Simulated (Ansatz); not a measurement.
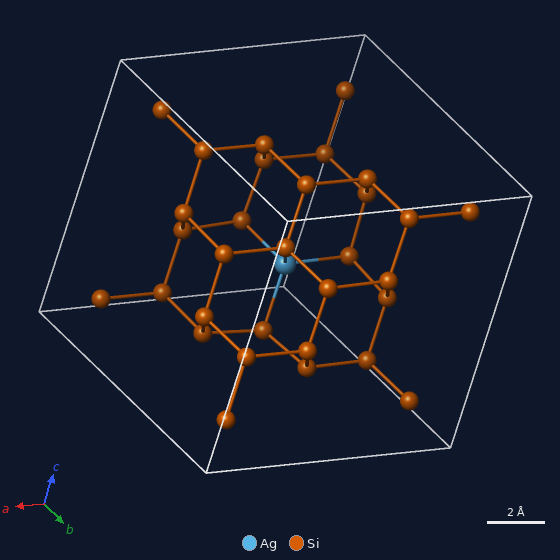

A ball-and-stick rendering, viewed from a general direction. The supercell is outlined; an atom on or near a face, edge or corner is repeated at each equivalent position. The host is Si, in a cell of 32 sites, and the cell carries a charge of +1.

Question: Name the defect and give its surroundings.

Answer: Silver on a silicon site (a substitutional impurity). It is bonded to four Si in a tetrahedral arrangement at about 2.5 Å.

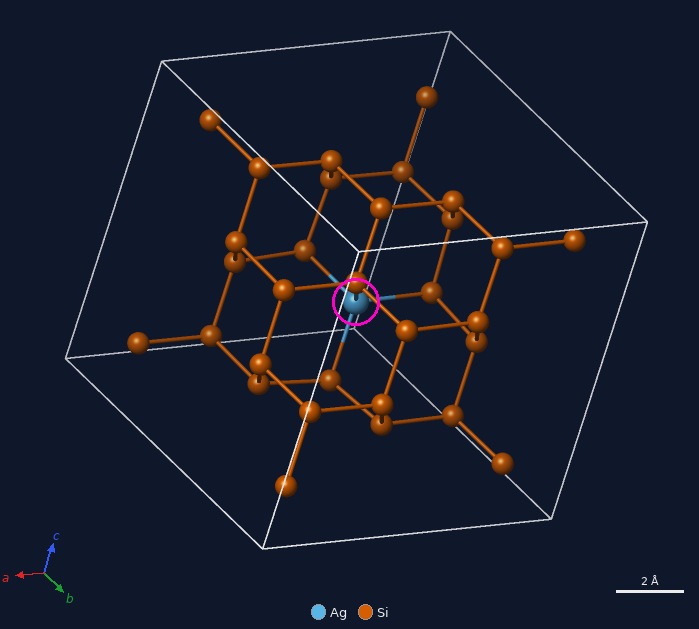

The same cell with a ring at the defect's site.

The atoms were relaxed in the host's cell with DFT r2SCAN, scalar-relativistic, plane waves, PAW in Ansatz 0.2.0.
